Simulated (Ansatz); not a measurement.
# doublet CH7GaSn+ at 6 levels

We compute a comparison of 6 runs (UHF/STO-3G, U-revPBE/def2-SVP, UB3LYP/def2-SVP, UBHLYP/def2-SVP, UMP2/def2-SVP, UCCSD/def2-SVP) of doublet CH7GaSn+. 

The results are computed with Ansatz 0.2.0.

38 further runs of the same task are left out: 38 set aside as unsound or not needed.

### Step 1. The molecule

CH7GaSn+: 10 atoms, total charge +1, spin state doublet. As SMILES of the parent species, `[CH3][SnH2][GaH2]`. Geometry: relaxed at PBE0-D4/def2-TZVP. That shape belongs to the parent species and isn't relaxed for this state.

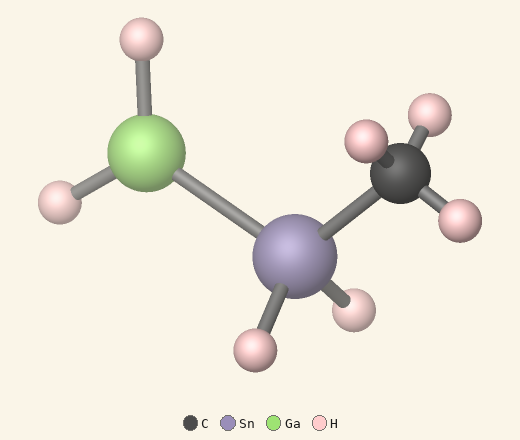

The structure, seen from a chosen angle (carbon dark grey, tin purple, gallium green, hydrogen pink).

### Step 2. A single-point energy at UHF/STO-3G (run 1)

molecule.yaml

```yaml
basis:
  gaussian: {orbitals: STO-3G}
crystal:
  periodic: [false, false, false]
  atoms:
    - {symbol: C, position_ang: [-1.630300, 0.570100, -0.523900]}
    - {symbol: Sn, position_ang: [0.239600, -0.482300, -0.646800]}
    - {symbol: Ga, position_ang: [1.786900, -0.142600, 1.442100]}
    - {symbol: H, position_ang: [-2.223300, 0.378200, -1.418300]}
    - {symbol: H, position_ang: [-2.188000, 0.236900, 0.351500]}
    - {symbol: H, position_ang: [-1.449600, 1.641800, -0.439900]}
    - {symbol: H, position_ang: [-0.106900, -2.150300, -0.863700]}
    - {symbol: H, position_ang: [1.039800, 0.025500, -2.078600]}
    - {symbol: H, position_ang: [1.310700, 0.711500, 2.677700]}
    - {symbol: H, position_ang: [3.221300, -0.788900, 1.499900]}
total_charge: 1
magnetization: {spin_polarized: true, initial_magnetization: 1}
hamiltonian: {xc: hf}
accuracy: high
output: {orbitals: {seedname: orbitals}}
```

On the command line:

```console
$ ansatz run molecule.yaml --threads 1 --pin off --max-ram 2610MiB --events-out events.jsonl --progress --plain --runs-dir runs
```

The program printed:

```text
Warning: RAYON_NUM_THREADS=1 ignored (pool sized by the plan → 1); use --threads N
Functional definition: HF
  name "HF"
  exchange = exact_x
  correlation = 0
1014 factors; integrals over basis functions are off by at most 1.1e-8 eV
mean field evaluation 1: about -215117.2794 eV, gradient 2.3e1 eV
mean field evaluation 2: about -215117.3338 eV, gradient 2.3e1 eV
mean field evaluation 4: about -215122.0509 eV, gradient 3.6e0 eV
mean field evaluation 8: about -215122.4650 eV, gradient 1.5e-1 eV
mean field evaluation 16: about -215122.4811 eV, gradient 2.9e-2 eV
mean field evaluation 32: about -215122.4915 eV, gradient 8.0e-4 eV
mean field evaluation 64: about -215122.4847 eV, gradient 1.4e-2 eV
mean field evaluation 96: about -215122.3892 eV, gradient 2.4e-1 eV
mean field evaluation 128: about -215118.6633 eV, gradient 8.6e0 eV
mean field evaluation 160: about -215118.8805 eV, gradient 7.4e0 eV
mean field evaluation 192: about -215117.2693 eV, gradient 2.3e1 eV
mean field evaluation 224: about -215106.9297 eV, gradient 1.7e1 eV
mean field -215122.49148852 eV, -7905.6057469411 hartree, gradient 4.4e-8 eV, S^2 0.750843; 4 other end points of the search recorded, 0 dependent functions left out
reference -215122.49148852 eV, -7905.6057469411 hartree; 47, 46 occupied and 10, 11 virtual orbitals, 1014 factors
Total energy: -215122.49148852 eV, -7905.6057469411 hartree
```

It took 12 s on 1 thread of Arm Neoverse V2, shared host; peak memory 0.23 GiB.

### Step 3. A single-point energy at U-revPBE/def2-SVP (core potential) (run 2)

input.yaml

```yaml
crystal:
  periodic: [false, false, false]
  atoms:
    - {symbol: C, position_ang: [-1.630300, 0.570100, -0.523900]}
    - {symbol: Sn, position_ang: [0.239600, -0.482300, -0.646800]}
    - {symbol: Ga, position_ang: [1.786900, -0.142600, 1.442100]}
    - {symbol: H, position_ang: [-2.223300, 0.378200, -1.418300]}
    - {symbol: H, position_ang: [-2.188000, 0.236900, 0.351500]}
    - {symbol: H, position_ang: [-1.449600, 1.641800, -0.439900]}
    - {symbol: H, position_ang: [-0.106900, -2.150300, -0.863700]}
    - {symbol: H, position_ang: [1.039800, 0.025500, -2.078600]}
    - {symbol: H, position_ang: [1.310700, 0.711500, 2.677700]}
    - {symbol: H, position_ang: [3.221300, -0.788900, 1.499900]}
basis:
  gaussian: {orbitals: def2-SVP}
hamiltonian: {xc: {name: revPBE}}
accuracy: high
total_charge: 1
output: {orbitals: {seedname: orbitals}}
magnetization: {spin_polarized: true, initial_magnetization: 1}
```

On the command line:

```console
$ ansatz run input.yaml --threads 1 --pin off --max-ram 2610MiB --events-out events.jsonl --progress --plain --runs-dir runs
```

The program printed:

```text
Warning: RAYON_NUM_THREADS=1 ignored (pool sized by the plan → 1); use --threads N
Functional definition: revPBE
  name "revPBE"
  parameter kappa = 1.245
  parameter beta = 0.06672455060314922
  exchange = pbe_x(kappa = kappa, mu = beta*pi^2/3)
  correlation = pbe_c(beta = beta)
2480 factors; integrals over basis functions are off by at most 3.2e-8 eV
mean field evaluation 1: about -59325.8868 eV, gradient 5.4e1 eV
mean field evaluation 2: about -59172.8252 eV, gradient 1.2e2 eV
mean field evaluation 4: about -59333.8559 eV, gradient 2.4e1 eV
mean field evaluation 8: about -59340.5047 eV, gradient 6.0e-1 eV
mean field evaluation 16: about -59340.4916 eV, gradient 2.1e-3 eV
mean field evaluation 32: about -59337.8291 eV, gradient 9.2e0 eV
mean field -59340.49161031 eV, -2180.7228442492 hartree, gradient 4.2e-8 eV, S^2 0.751686; 5 other end points of the search recorded, 0 dependent functions left out
reference -59340.49161607 eV, -2180.7228444609 hartree; 33, 32 occupied and 74, 75 virtual orbitals, 2480 factors
Total energy: -59340.49161607 eV, -2180.7228444609 hartree
```

Run time: 19 s. Hardware: 1 thread of Arm Neoverse V2, shared host; peak memory 0.4 GiB.

Runs 3 to 5 aren't shown in full; the table further down has their settings and results.

### Step 4. A single-point energy at UCCSD/def2-SVP (core potential) (run 6)

input.yaml: that of step 3 with these lines changed.

```diff
@@ -14,7 +14,13 @@
 basis:
-  gaussian: {orbitals: def2-SVP}
-hamiltonian: {xc: {name: revPBE}}
+  gaussian:
+    orbitals: def2-SVP
+total_charge: 1
+magnetization:
+  spin_polarized: true
+  initial_magnetization: 1
+correlation:
+  method: ccsd
+  frozen_orbitals: {C: 1, Ga: 9, H: 0, Sn: 4}
 accuracy: high
-total_charge: 1
-output: {orbitals: {seedname: orbitals}}
-magnetization: {spin_polarized: true, initial_magnetization: 1}
+scf:
+  omitted_lower_state_checks: [cluster_reference, increment]
```

On the command line:

```console
$ ansatz run input.yaml --threads 1 --pin off --max-ram 2610MiB --events-out events.jsonl --progress --plain --runs-dir runs
```

The program printed:

```text
Warning: RAYON_NUM_THREADS=1 ignored (pool sized by the plan → 1); use --threads N
[... 13 lines left out ...]
14 core orbitals not correlated: weight in the atoms' cores, before any rotation towards them, 1.000 or more for the frozen orbitals, at most 0.000 for the correlated occupied ones
[... 30 lines left out ...]
Total energy: -59277.80327091 eV, -2178.4190902678 hartree
Checks for a lower state left out: cluster_reference, increment
```

Run time: 2.8 min. Hardware: 1 thread of Arm Neoverse V2, shared host; peak memory 1.9 GiB.

### Step 5. Overview of the runs

```
run                               level  core potential  frozen core orbitals   energy (Eh)  HOMO energy (eV)  LUMO energy (eV)   ⟨S²⟩  wall time
  1                          UHF/STO-3G            none                     –  -7905.605747            -13.95             -5.02  0.751       12 s
  2  U-revPBE/def2-SVP (core potential)        def2-SVP                     –  -2180.722844            -12.12            -11.50  0.752       19 s
  3    UB3LYP/def2-SVP (core potential)        def2-SVP                     –  -2180.952606            -13.01            -11.16  0.753       28 s
  4    UBHLYP/def2-SVP (core potential)        def2-SVP                     –  -2180.693051            -14.15            -10.22  0.757       27 s
  5      UMP2/def2-SVP (core potential)        def2-SVP                    14  -2178.378992                 –                 –  0.764       11 s
  6     UCCSD/def2-SVP (core potential)        def2-SVP                    14  -2178.419090                 –                 –  0.764    2.8 min
```

### Step 6. What came out

| quantity | value |
| --- | --- |
| run 6: total energy | -2178.41909 Eh |
| run 6: correlation energy (14 core orbitals frozen) | -503.4 mEh |
| run 6: ⟨S²⟩ of the reference determinant | 0.764 |
| run 6: T1 diagnostic | 0.012 |

What this shows: Totals of different functionals can't be ranked against each other. Some runs of one species differ in core potentials or relativity; totals across that change don't compare. In run 1 the basis is minimal, so the values are rough. In run 1 relativity is left out where basis or elements ask for it. All runs together took 4.5 min, the longest 2.8 min.
